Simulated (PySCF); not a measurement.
SMILES [NH2][SnH3] at its PBE0/def2-SVP optimised geometry (Å):

```
7

Sn    -0.0702    -1.2380     0.0000
N     -0.6300     0.7333     0.0000
H     -0.7003    -1.9035     1.4458
H      1.6416    -1.2380     0.0000
H     -0.6511    -2.1350    -1.3538
H     -1.6416     0.8533     0.0161
H     -0.2861     1.2380    -0.8155
```

Computed with PySCF 2.14.0 with PBE0/def2-TZVP, def2 effective core potentials past Kr. The core electrons that the potentials of Sn replace are not part of the density. Cells within 0.4 Å of a nucleus heavier than hydrogen are left out (blank, or x).

Map of the Laplacian of the electron density (e/bohr⁵), clipped to [-1.50, 1.50] on the plane z = 0.0 Å:

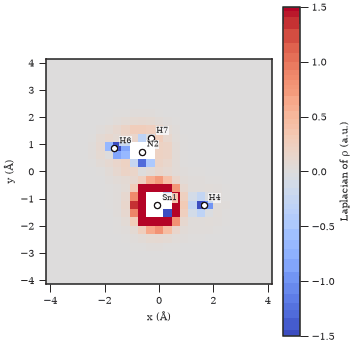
*Laplacian of the electron density (e/bohr⁵), clipped to [-1.50, 1.50] on the plane z = 0.0 Å.*
